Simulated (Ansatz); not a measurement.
# AlH4PSi: the cost of one run

Computed with the Python package of Ansatz 0.2.0. The levels of theory stand in the script.

## Step 1: The system

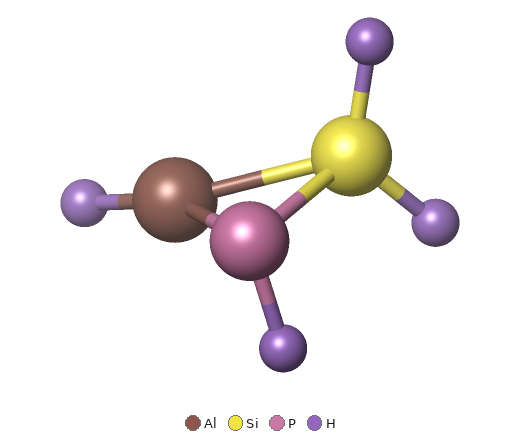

The structure that the script starts from, seen from a chosen angle (aluminium brown, silicon yellow, phosphorus pink, hydrogen purple).

The script reads alh4psi.xyz:

```xyz
7

Al   -1.16520   -0.59990   -0.52140
Si    0.35710    0.89820    0.46400
P     0.60890   -1.24530    0.73800
H    -2.40410   -0.83980   -1.46650
H     1.33130    1.51090   -0.47130
H    -0.15360    1.62890    1.64290
H     1.48690   -1.42090   -0.43140
```

## Step 2: Script

The input, composite_alh4psi.py:

```python
# -*- coding: utf-8 -*-
import ansatz as az
import numpy as np

SETTINGS = {
    'basis_set': 'def2-SVP',
    'xc': 'r2scan',
}


def main():
    geometry = az.Crystal.molecule_from_extxyz('alh4psi.xyz')

    calc = geometry.calculation()
    calc = calc.basis(gaussian=SETTINGS['basis_set'])
    calc = calc.functional(SETTINGS['xc'])
    symbols = [site.symbol for site in geometry.cartesian_sites]
    start = np.array([site.position_ang for site in geometry.cartesian_sites], dtype=float)
    summary = calc.relax(force_tolerance=0.01).run(threads=1, pin='off').report
    end = np.array(summary['positions_ang'])
    print('final positions (A) and the move of each atom')
    for symbol, xyz, old in zip(symbols, end, start):
        print(f'{symbol:2s} {xyz[0]:10.5f} {xyz[1]:10.5f} {xyz[2]:10.5f}   {np.linalg.norm(xyz - old):7.4f}')

    minimum = az.Crystal.molecule()
    for symbol, place in zip(symbols, end):
        minimum = minimum.atom(symbol, place.tolist())
    at_minimum = minimum.calculation()
    level = lambda method, basis: at_minimum.basis(gaussian=basis).correlation(method).run(threads=1, pin='off').report
    small, large, cluster = level('mp2', 'cc-pVDZ'), level('mp2', 'cc-pVTZ'), level('ccsd_t', 'cc-pVDZ')
    corr = lambda each: (each['free_energy_ev'] - each['reference_energy_ev']) / 27.211386246
    mp2_limit = (27 * corr(large) - 8 * corr(small)) / 19
    pieces = {'HF / cc-pVTZ': large['reference_energy_ev'] / 27.211386246, 'MP2 correlation, DZ-TZ limit': mp2_limit, 'CCSD(T) - MP2 / cc-pVDZ': corr(cluster) - corr(small)}
    for name, value in pieces.items():
        print(f'{name:32s} {value:14.6f} Ha')
    print(f'{"sum":32s} {sum(pieces.values()):14.6f} Ha')
    print('T1 diagnostic', round(cluster['correlation']['coupled_cluster']['t1_diagnostic'], 4))


if __name__ == '__main__':
    main()
```

## Step 3: What the engine is handed

The engine receives this input (first run):

```yaml
crystal:
  periodic: [false, false, false]
  atoms:
    - { symbol: Al, position_ang: [-1.1652, -0.5999, -0.5214] }
    - { symbol: Si, position_ang: [0.3571, 0.8982, 0.464] }
    - { symbol: P, position_ang: [0.6089, -1.2453, 0.738] }
    - { symbol: H, position_ang: [-2.4041, -0.8398, -1.4665] }
    - { symbol: H, position_ang: [1.3313, 1.5109, -0.4713] }
    - { symbol: H, position_ang: [-0.1536, 1.6289, 1.6429] }
    - { symbol: H, position_ang: [1.4869, -1.4209, -0.4314] }
basis:
  gaussian:
    orbitals: def2-SVP
hamiltonian:
  xc: r2scan
relax:
  f_tol: 0.01
```

## Step 4: The run

Launch:

```
$ python composite_alh4psi.py
```

What time and memory should one allow on 1 thread of Arm Neoverse V1, shared host?

About 67 s, with a peak of 0.35 GiB.
